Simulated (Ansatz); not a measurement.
## Electronic structure of AlH6N3 in real space

The calculation's input:

```
crystal:
  periodic: [false, false, false]
  atoms:
    - { symbol: Al, position_ang: [0.0, 0.0, 0.0] }
    - { symbol: "N", position_ang: [0.0, 0.0, 1.92] }
    - { symbol: H, position_ang: [-0.877, -0.2713, 2.45] }
    - { symbol: H, position_ang: [0.877, 0.2713, 2.45] }
    - { symbol: "N", position_ang: [1.6627, 0.0, -0.96] }
    - { symbol: H, position_ang: [2.1293, -0.9179, -1.2118] }
    - { symbol: H, position_ang: [2.1141, 0.9179, -1.2382] }
    - { symbol: "N", position_ang: [-1.6627, 0.0, -0.96] }
    - { symbol: H, position_ang: [-2.3316, -0.8164, -0.8614] }
    - { symbol: H, position_ang: [-1.9118, 0.8164, -1.5886] }
basis:
  gaussian: { orbitals: "6-31G" }
hamiltonian:
  xc: r2scan
  dispersion: d4
relax:
  f_tol: 0.02
  max_steps: 40
output:
  orbitals: {}
```

Command:

```sh
ansatz run input.yaml --threads 1 --pin off --max-ram 2048MiB --backend cpu --events-out ev --progress --plain --runs-dir out
```

The fields are those of the run's last geometry, not of the input's.

All numbers below come from RKS r2SCAN-D4/6-31G in Ansatz 0.2.0.

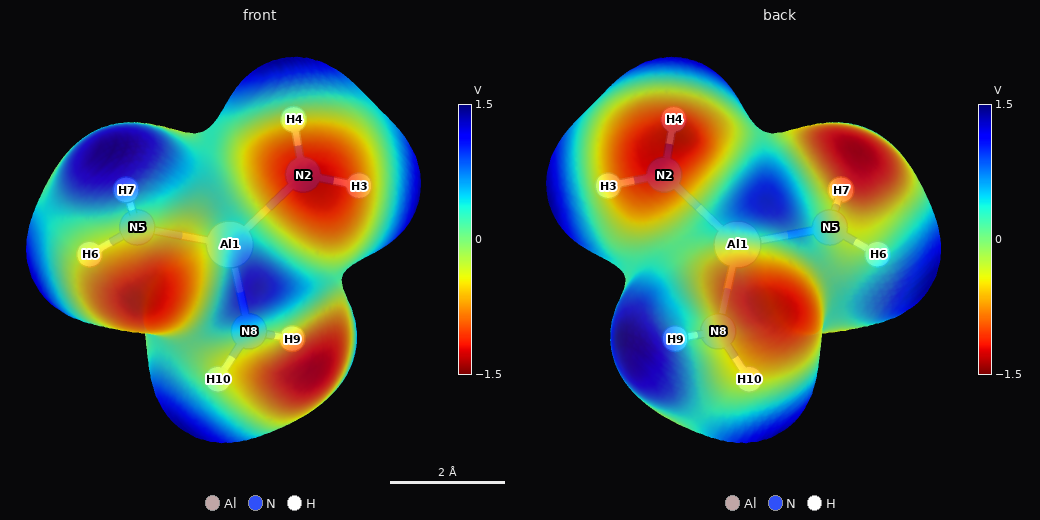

Figure 1. The electrostatic potential painted on the density surface at 0.002 e/bohr³, seen from the front and from behind; the colour scale runs from red (negative) to blue (positive).

Which sites attract a positive test charge, and which a negative one?

A positive charge is drawn to the negative regions and a negative charge to the positive ones. The most negative region (about −1.3 V) lies over N2, N5 and N8, the most positive (about +1.4 V) over the H atoms.

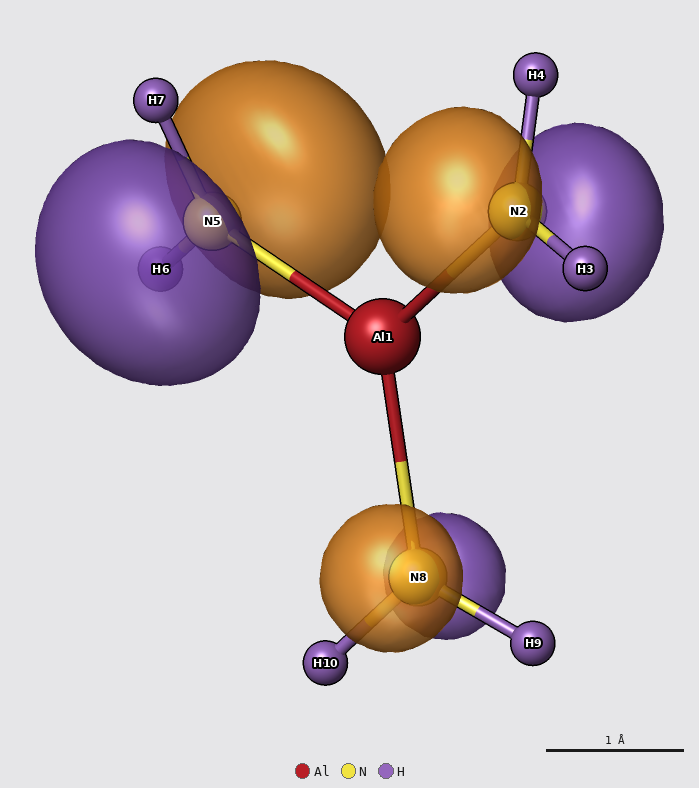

Figure 2. The HOMO at ±0.15 Å⁻³ᐟ² (orange and purple are the two phases), seen at an oblique angle.

Describe this orbital and give its energy.

It lies mainly on N5 (about 50 %), N2 (about 20 %) and N8 (about 10 %); largely a combination of lone pairs on N5, N2 and N8. It is one of a degenerate set, so its orientation is arbitrary. Its energy is −5.15 eV.

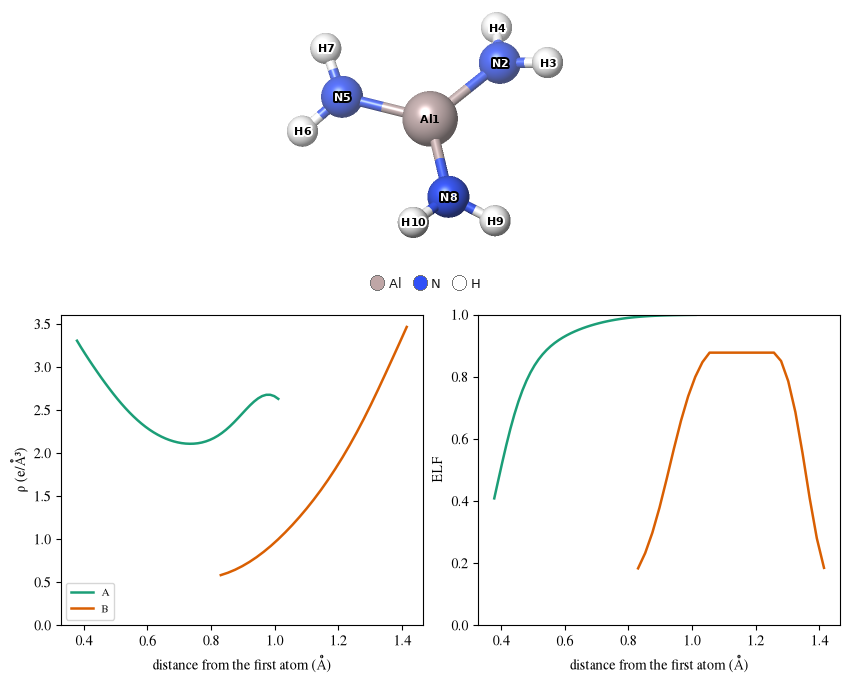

Figure 3. Total electron density and electron localisation function along straight lines between neighbouring atoms. The curves leave out the atomic cores. The structure is drawn too.

Which curve belongs to which contact (Al–N and N–H)? The first atom named is at distance zero.

Curve A: N–H (1.01 Å): ρ at the midpoint is about 2.6 e/Å³; the ELF climbs to about 1 towards the hydrogen, as it does in any bond to H; a covalent bond by its length. Curve B: Al–N (1.80 Å): the density is about 0.69 e/Å³ at the midpoint; the ELF peaks at about 0.90 in the valence shell of N, 0.7 Å from its nucleus, and is about 0.40 at the midpoint.
